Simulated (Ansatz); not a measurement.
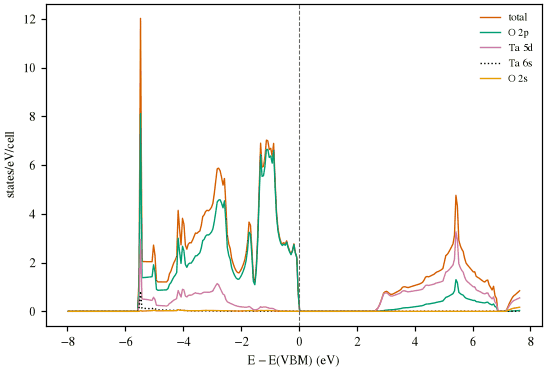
Total and projected density of states of KTaO3 (cubic perovskite, Pm-3m), DFT-r²SCAN in the program Ansatz with PAW potentials

**Question.** Which orbitals carry the states next to the gap?

**Answer.** Top 1 eV of the valence band: O 2p 97 %. Bottom 1 eV of the conduction band: Ta 5d 89 %, O 2p 9 %. Projections are on Löwdin-orthogonalised atomic valence shells; empty p or d shells of many metals are not among them.

**Question.** Where is the tallest occupied peak in this window, and what makes it?

**Answer.** Near -5.5 eV, about 12 states/eV per cell; the largest projected share is O 2p.

The cell was relaxed with r²SCAN under the symmetry of its start. The run is not spin-polarised. Spin–orbit coupling is left out wherever it is not named.

Potentials: the later of the program's two PAW sets.
